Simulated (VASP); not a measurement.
Energy against volume of Ba (bcc). Method: PBE GGA, VASP's PBE PAW potentials (set 64) (plane waves; VASP 6.6.1).

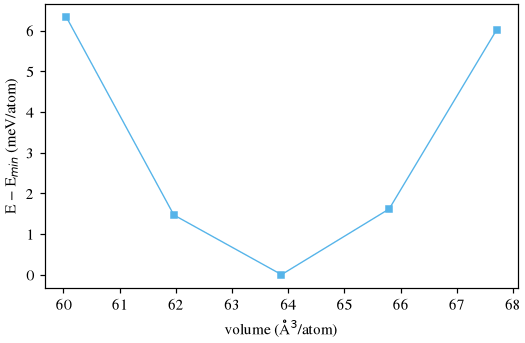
Fig. 1. Energy against volume

Task: Estimate the equilibrium volume and the bulk modulus.

Result: The minimum lies near 63.8 Å³/atom, and the curvature gives B0 of about 8.6 GPa.

Measured: bulk modulus 9.3 GPa at 0 K (computed value off by -7.8 %), as given by H. Levämäki et al., Physical Review B (2014), arXiv:1402.3671 [corrected for temperature and zero-point phonon effects]; a 4.995 Å at 0 K (computed value off by +0.8 %), as given by Gábor I. Csonka et al., Physical Review B (2009), arXiv:0903.4037 [low-temperature or extrapolated to 0 K; zero-point anharmonic expansion removed].

The compound is Ba in the bcc structure. It was relaxed first.
